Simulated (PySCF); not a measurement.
# C8H7N: the cost of one run

Programs: PySCF 2.14.0, with routines of our own; each step states its level. All values are computed. Atoms count from 0.

## Step 1: The system as given

16 atoms, charge 0, multiplicity 1; geometry from: GFN2-xTB.

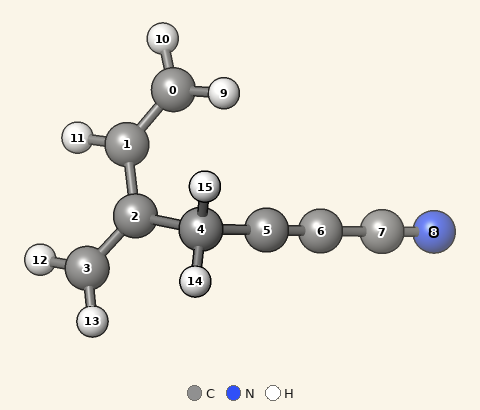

The starting geometry (carbon grey, nitrogen blue, hydrogen white).

## Step 2: Optimising the geometry at B3LYP/def2-SV(P)

The job: settings as JSON, then the geometry in Å.

```
{"job": {"xc": "B3LYP", "basis": "def2-SV(P)", "grid": 1, "kind": "geom"}, "charge": 0, "multiplicity": 1}
C     -2.037526     0.386348    -0.132092
C     -1.358603    -0.599240    -0.707659
C     -0.078668    -1.130839    -0.263741
C      0.549864    -2.079424    -0.954816
C      0.526276    -0.577648     1.009729
C      0.952740     0.785559     0.821694
C      1.309093     1.923885     0.629210
C      1.706115     3.211275     0.437220
N      2.039062     4.299988     0.277260
H     -1.685782     0.912295     0.739347
H     -2.981315     0.717914    -0.529043
H     -1.761174    -1.077304    -1.591683
H      0.133558    -2.484088    -1.861537
H      1.498483    -2.484930    -0.646008
H      1.390949    -1.180356     1.301271
H     -0.210672    -0.614492     1.818485
```

On the command line:

```bash
> OMP_NUM_THREADS=1 python excited_run.py task.json out
```

This one command runs all jobs of the session in turn.

Q: Estimate the wall time and peak memory of this first job on 1 thread of Arm Neoverse V1, shared host.

About 47 s, with a peak of 0.59 GiB.
